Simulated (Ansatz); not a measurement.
# BNH2F (SMILES N[B]F) at UCAM-B3LYP/STO-3G

What is the energy change on altering one bond length of BNH2F at UCAM-B3LYP/STO-3G? 

The results are computed with Ansatz 0.2.0.

78 further runs of the same task are left out: 78 set aside as unsound or not needed.

## Step 1: Starting point

BNH2F: 5 atoms, total charge 0, spin state doublet. As SMILES, `N[B]F`. The shape is that of a PBE0-D4/def2-TZVP optimisation. This is one conformer, not always the lowest.

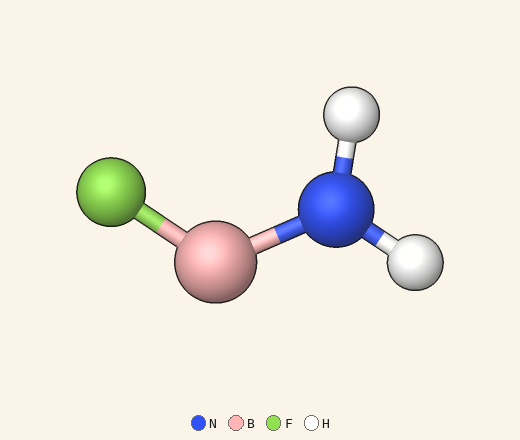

The structure, seen from a chosen angle (nitrogen blue, boron pink, fluorine green, hydrogen white).

## Step 2: The energy at UCAM-B3LYP/STO-3G

run.yaml reads:

```yaml
crystal:
  periodic: [false, false, false]
  atoms:
    - {symbol: N, position_ang: [-0.315200, 0.284600, -0.298300]}
    - {symbol: B, position_ang: [0.256800, -0.904700, 0.119300]}
    - {symbol: F, position_ang: [1.186500, -0.957100, 1.060600]}
    - {symbol: H, position_ang: [-1.019600, 0.322000, -1.012000]}
    - {symbol: H, position_ang: [-0.058500, 1.181700, 0.088900]}
basis:
  gaussian: {orbitals: STO-3G}
magnetization: {spin_polarized: true, initial_magnetization: 1}
hamiltonian: {xc: {name: CAM-B3LYP}}
accuracy: high
```

Launch:

```console
$ ansatz run run.yaml --threads 1 --pin off --max-ram 2610MiB --events-out events.jsonl --progress --plain --runs-dir runs
```

Output:

```text
Warning: RAYON_NUM_THREADS=1 ignored (pool sized by the plan → 1); use --threads N
Functional definition: CAM-B3LYP
  name "CAM-B3LYP"
  parameter alpha = 0.19
  parameter beta = 0.46
  parameter omega = 0.33/bohr
  parameter ac = 0.81
  exchange = (1 - alpha - beta)*b88_x + beta*b88_x_sr(omega) + alpha*exact_x + beta*exact_x_lr(omega)
  correlation = (1 - ac)*vwn5_c + ac*lyp_c
295 factors; integrals over basis functions are off by at most 4.6e-8 eV
155 factors; integrals over basis functions are off by at most 7.1e-10 eV
mean field evaluation 1: about -4844.6462 eV, gradient 9.9e0 eV
mean field evaluation 2: about -4845.1917 eV, gradient 6.7e0 eV
mean field evaluation 4: about -4845.4636 eV, gradient 2.4e-1 eV
mean field evaluation 8: about -4845.4391 eV, gradient 7.5e-3 eV
mean field evaluation 16: about -4845.4391 eV, gradient 1.5e-6 eV
mean field -4845.43914701 eV, -178.0666042960 hartree, gradient 5.9e-8 eV, S^2 0.752040; 0 other end points of the search recorded, 0 dependent functions left out
reference -4845.43915892 eV, -178.0666047336 hartree; 12, 11 occupied and 5, 6 virtual orbitals, 295 factors
Total energy: -4845.43915892 eV, -178.0666047336 hartree
```

It took 1.6 s on 1 thread of Arm Neoverse V2, shared host; peak memory 0.12 GiB.

## Step 3: The distorted shape

run.yaml reads:

```yaml
crystal:
  periodic: [false, false, false]
  atoms:
    - {symbol: N, position_ang: [-0.139124, 0.275251, -0.119899]}
    - {symbol: B, position_ang: [0.432876, -0.914049, 0.297701]}
    - {symbol: F, position_ang: [1.362576, -0.966449, 1.239001]}
    - {symbol: H, position_ang: [-1.019600, 0.322000, -1.012000]}
    - {symbol: H, position_ang: [0.117576, 1.172351, 0.267301]}
basis:
  gaussian:
    orbitals: STO-3G
magnetization:
  spin_polarized: true
  initial_magnetization: 1
hamiltonian:
  xc: {name: CAM-B3LYP}
accuracy: high
```

Launch:

```console
$ ansatz run run.yaml --threads 1 --pin off --max-ram 2610MiB --events-out events.jsonl --progress --plain --runs-dir runs
```

Output (excerpt; [...] marks lines left out):

```text
Warning: RAYON_NUM_THREADS=1 ignored (pool sized by the plan → 1); use --threads N
[... 8 set-up lines as earlier in the session ...]
295 factors; integrals over basis functions are off by at most 4.7e-8 eV
157 factors; integrals over basis functions are off by at most 8.8e-10 eV
mean field evaluation 1: about -4843.7307 eV, gradient 1.0e1 eV
mean field evaluation 2: about -4844.2663 eV, gradient 7.8e0 eV
mean field evaluation 4: about -4844.6317 eV, gradient 4.2e-1 eV
mean field evaluation 8: about -4844.5924 eV, gradient 1.5e-2 eV
mean field evaluation 16: about -4844.5924 eV, gradient 2.9e-6 eV
mean field -4844.59241190 eV, -178.0354873547 hartree, gradient 6.2e-8 eV, S^2 0.752218; 0 other end points of the search recorded, 0 dependent functions left out
reference -4844.59242394 eV, -178.0354877973 hartree; 12, 11 occupied and 5, 6 virtual orbitals, 295 factors
Total energy: -4844.59242394 eV, -178.0354877973 hartree
```

It took 1.7 s on 1 thread of Arm Neoverse V2, shared host; peak memory 0.12 GiB.

## Step 4: What came out

At UCAM-B3LYP/STO-3G:

```
                                                         quantity          value
                                        first shape: total energy  -178.06660 Eh
                                                first shape: ⟨S²⟩          0.752
                                    distorted shape: total energy  -178.03549 Eh
                                            distorted shape: ⟨S²⟩          0.752
energy change with the N1–H4 bond stretched from 1.003 to 1.254 Å       0.847 eV
```

With the N1–H4 bond stretched from 1.003 to 1.254 Å the energy rises by 0.85 eV (81.7 kJ/mol). The first shape isn't relaxed at this level, so the change isn't measured from a minimum. The minimal basis adds a large error of its own.
